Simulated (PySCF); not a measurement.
```xyz
11
charge 0, multiplicity 1
Si    1.4925    0.1743   -0.7024
O     0.1452    0.3573    0.2610
C    -1.0787   -0.2687   -0.0178
C    -1.9814   -0.5660    1.1084
C    -1.3882   -1.5949    0.5674
H     1.2040    0.5896   -2.1121
H     2.5518    1.0434   -0.1236
H     1.9565   -1.2493   -0.7242
H    -1.4722    0.0295   -1.0046
H    -2.6307   -0.1544    1.8779
H    -1.1871   -2.6640    0.5610
```

Work out the structure from the coordinates.

Formula C3H6OSi. As SMILES it reads `[SiH3]OC1C=C1`. Independent rings (smallest set): 1 of 3 members. Among its groups: alkene, Si–H bond, Si–O bond. The point group is C1. Coordination, clear cases only: 1 Si tetrahedral; 1 O bent.

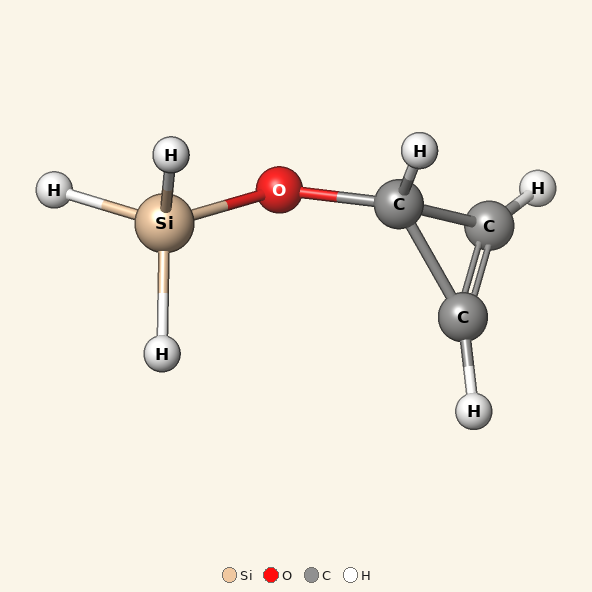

Figure made from data computed with PySCF.
